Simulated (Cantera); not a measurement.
A closed system holds: 1 mol B₂H₆, 17 mol NH₃, 0.68 mol N₂, equilibrated at 1.33 mbar.

These are equilibrium values from Cantera (NASA tables, ideal gas, pure condensed phases), not measurements of a reactor. Candidate condensed phases: B, BN; 15 gas species. The feed counts by its element totals alone. The tables' values for BH₂ are old estimates; treat these amounts as uncertain. The numbers say what is thermodynamically allowed, not how fast it happens.

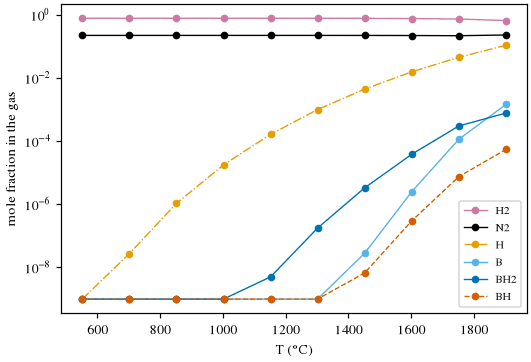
Figure: Equilibrium gas composition (values under 1e-9 drawn at 1e-9)

From 552 °C to 1752 °C the condensed part is BN(s). At 1902 °C the condensed part is B(s).
